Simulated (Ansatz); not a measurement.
A series of calculations on SiH₂SF

Part 1: Relaxation

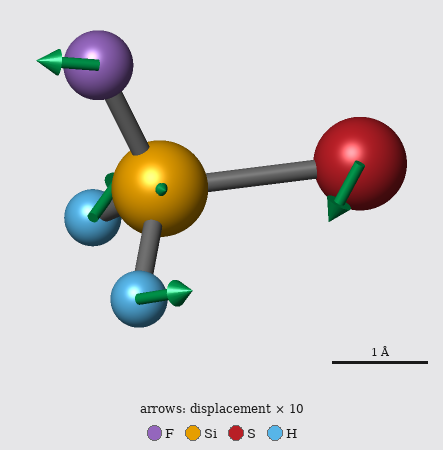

This is a relaxation of SiH2SF (multiplicity 2) (coarse preliminary run). The starting structure is drawn; green arrows show the displacements, 10 times their true length. The two geometries are superimposed by the best rigid fit.

The picture is a ball-and-stick view, seen at a tilt.

Theory: UKS PBE-D4/def2-SVP (Ansatz 0.2.0).

Input file:
```yaml
crystal:
  periodic: [false, false, false]
  atoms:
    - {symbol: F, position_ang: [-0.361200, 0.004400, 1.580000]}
    - {symbol: Si, position_ang: [0.073800, -0.084400, 0.045800]}
    - {symbol: S, position_ang: [-1.207200, 1.111400, -1.204500]}
    - {symbol: H, position_ang: [0.062200, -1.491000, -0.381700]}
    - {symbol: H, position_ang: [1.482300, 0.386000, -0.081000]}
basis:
  gaussian: {orbitals: def2-SVP}
magnetization: {spin_polarized: true, initial_magnetization: 1}
hamiltonian: {xc: pbe, dispersion: d4}
relax: {f_tol: 0.03, max_steps: 250}
```

Question: What happened in the run?

Answer: The optimiser took 4 steps. The atom that moves furthest after the best rigid fit is H4 (0.086 Å). Largest moves by element: H 0.086 Å, S 0.073 Å, F 0.068 Å, Si 0.010 Å. Near-neighbour distances that change, for instance: Si2–S3 2.153 → 2.112 Å, F1–Si2 1.597 → 1.637 Å, Si2–H4 1.470 → 1.504 Å, Si2–H5 1.490 → 1.505 Å. Bond angles that change, for instance: H4–Si2–H5 106.5° → 112.1°, F1–Si2–S3 111.4° → 115.3°, S3–Si2–H4 111.0° → 107.5°. The run took about 23 core-seconds on a shared host.

Part 2: Relaxation

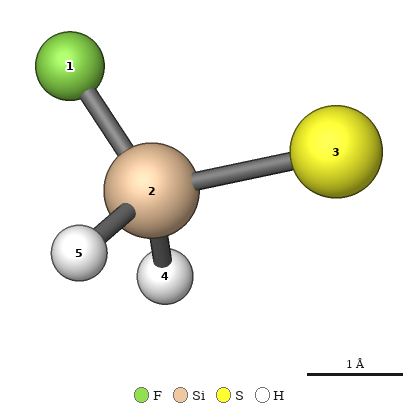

Starting structure of SiH₂SF (multiplicity 2). A ball-and-stick model, seen at a tilt.

Level of theory: UKS PBE0-D4/def2-TZVP in Ansatz.

Input file:
```yaml
crystal:
  periodic: [false, false, false]
  atoms:
    - {symbol: F, position_ang: [-0.328650, -0.027852, 1.630412]}
    - {symbol: Si, position_ang: [0.076243, -0.074658, 0.044521]}
    - {symbol: S, position_ang: [-1.153982, 1.071423, -1.234242]}
    - {symbol: H, position_ang: [-0.019058, -1.508082, -0.402386]}
    - {symbol: H, position_ang: [1.475347, 0.465569, -0.079704]}
basis:
  gaussian: {orbitals: def2-TZVP}
magnetization: {spin_polarized: true, initial_magnetization: 1}
hamiltonian: {xc: pbe0, dispersion: d4}
relax: {f_tol: 0.005, max_steps: 200}
```

### What does the optimiser find from here?

The energy falls by 4.11 kJ/mol in 4 geometry steps. The largest force component goes from 1.3 to 0.0016 eV/Å. The largest move after the best rigid fit is that of F1, 0.045 Å. Largest moves by element: F 0.045 Å, S 0.026 Å, H 0.019 Å, Si 0.012 Å. Near-neighbour distances that change, for instance: F1–Si2 1.637 → 1.596 Å, Si2–H4 1.504 → 1.482 Å, Si2–S3 2.112 → 2.099 Å.

Final geometry:

```xyz
5

F    -0.3243   -0.0233    1.5854
Si    0.0859   -0.0810    0.0445
S    -1.1480    1.0613   -1.2110
H    -0.0235   -1.4931   -0.3910
H     1.4597    0.4626   -0.0693
```

Part 3: A change

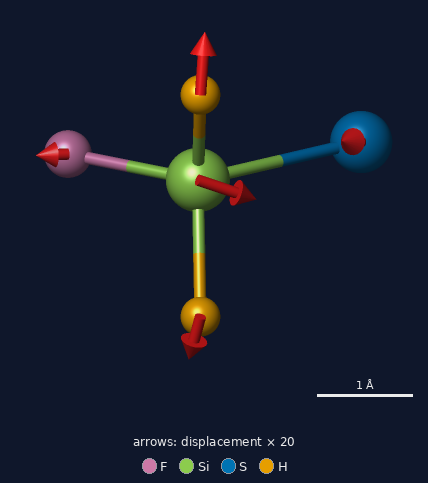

SiH$_{2}$SF (multiplicity 2). The red arrows show how the atoms are displaced, magnified 20 times. The picture is a ball-and-stick view, seen at a tilt.

Level of theory: UKS PBE-D4/def2-TZVPP in Ansatz. 

Describe the change and its computed effect.

Answer. All atoms are moved at random (σ = 0.02 Å) from the PBE0-D4/def2-TZVP minimum. The energy rises by 0.51 kcal/mol. The largest force is 1.2 eV/Å, on the Si atom. The forces mostly point back along the displacements (cosine −0.76). At other levels of theory the same distortion costs 1.16 kcal/mol (UKS r2SCAN-D4/def2-TZVPP), 1.27 kcal/mol (UKS PBE0-D4/def2-TZVPP), 1.46 kcal/mol (UKS wB97M-V/def2-TZVPP), 1.78 kcal/mol (UHF-CCSD(T), frozen core/def2-TZVPP). Some distances before and after: S–Si 2.099 → 2.049 Å, H–Si 1.482 → 1.494 to 1.522 Å, F–Si 1.596 → 1.629 Å. Among the angles between lasting bonds that change: F–Si–H 107.4° → 104.9°.

Part 4: A change

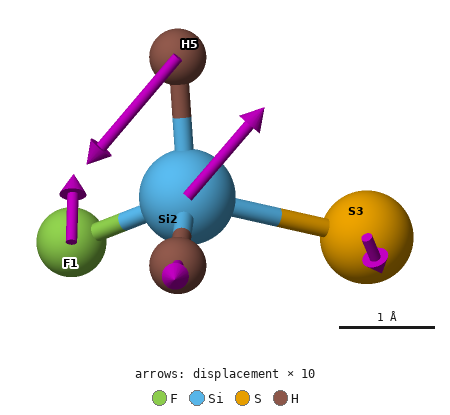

SiH2SF (multiplicity 2). The purple arrows show how the atoms are displaced, magnified 10 times. A ball-and-stick model, seen at a tilt.

All numbers below come from UKS PBE0-D4/def2-TZVPP (Ansatz 0.2.0). 

Describe the change and its computed effect.

Answer. All atoms are moved at random (σ = 0.09 Å) from the PBE0-D4/def2-TZVP minimum. The energy rises by 68.4 kJ/mol. The largest force is 6.6 eV/Å, on the Si atom. The forces point partly back along the displacements (cosine −0.68). At other levels of theory the same distortion costs 62.8 kJ/mol (UKS PBE-D4/def2-TZVPP), 67.4 kJ/mol (UKS r2SCAN-D4/def2-TZVPP), 66.6 kJ/mol (UKS wB97M-V/def2-TZVPP), 68.8 kJ/mol (UHF-CCSD(T), frozen core/def2-TZVPP). Near-neighbour distances before and after: H–Si 1.482 → 1.299 to 1.626 Å, F–Si 1.596 → 1.684 Å, S–Si 2.099 → 2.087 Å. Among the angles between lasting bonds that change: S–Si–H 107.4° → 118.9°, F–Si–H 107.4° → 100.0°.

Part 5: Distortion

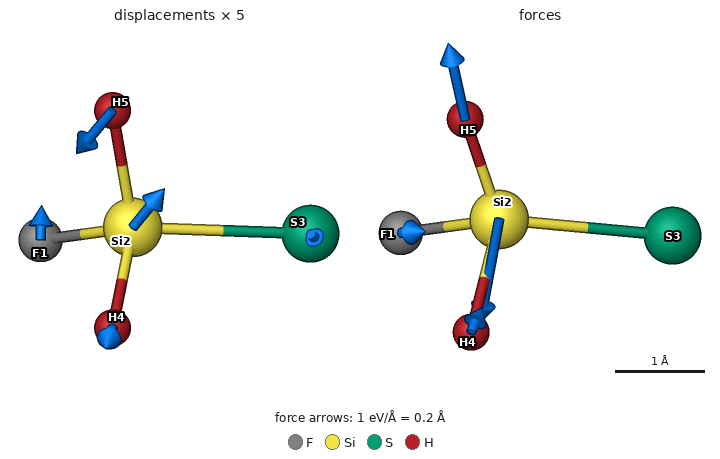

Left: SiH2SF (multiplicity 2), with blue arrows for the displacements applied to it. Right: the displaced structure with the computed forces. Style: ball-and-stick. Shown face on.

Theory: UKS PBE0-D4/def2-TZVPP (Ansatz). 

Question: How do the forces relate to the distortion?

Answer: All atoms are moved at random (σ = 0.09 Å) from the PBE0-D4/def2-TZVP minimum. The energy rises by 0.709 eV. The largest force is 6.6 eV/Å, on Si2. The forces point partly back along the displacements (cosine −0.68). At other levels of theory the same distortion costs 0.651 eV (UKS PBE-D4/def2-TZVPP), 0.698 eV (UKS r2SCAN-D4/def2-TZVPP), 0.690 eV (UKS wB97M-V/def2-TZVPP), 0.713 eV (UHF-CCSD(T), frozen core/def2-TZVPP). Some distances before and after: Si2–H5 1.482 → 1.299 Å, Si2–H4 1.482 → 1.626 Å, F1–Si2 1.596 → 1.684 Å, Si2–S3 2.099 → 2.087 Å. Among the angles between lasting bonds that change: S3–Si2–H5 107.4° → 118.9°, F1–Si2–H5 107.4° → 100.0°.
